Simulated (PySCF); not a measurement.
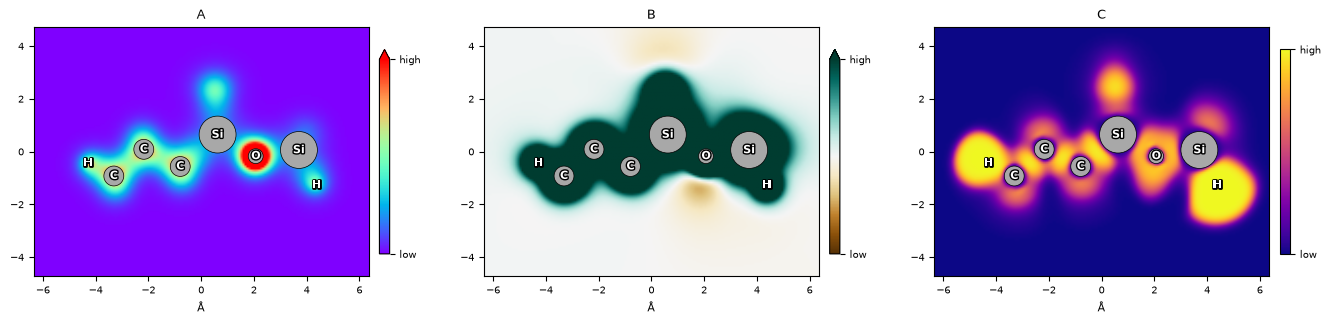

C$_{5}$H$_{14}$OSi$_{2}$ (SMILES CCC[Si]1(O[SiH3])CC1): 3 fields on the plane of atoms C1, C2 and C3, with unlabelled colour scales. Grey discs cover the atomic cores.

Geometry: PBE0-D3(BJ)/def2-SVP.

All numbers below come from PySCF, PBE0/pcSseg-1, SCF density, gas phase, non-relativistic.

Question: The panels show electron density, electron localisation function and electrostatic potential in some order. Assign them.

Answer: Panel A: electron density. Panel B: electrostatic potential (strongly positive close to the atoms, with negative regions outside electron-rich atoms). Panel C: electron localisation function. From the grid: C–C (1.52 Å): ρ is about 1.6 e/Å³ halfway; the ELF peaks at about 0.95 between the atoms (a covalent bond). Si–O (1.66 Å): ρ at the midpoint is about 1.1 e/Å³; the ELF peaks at about 0.85 between the atoms (a shared but strongly polarised pair).
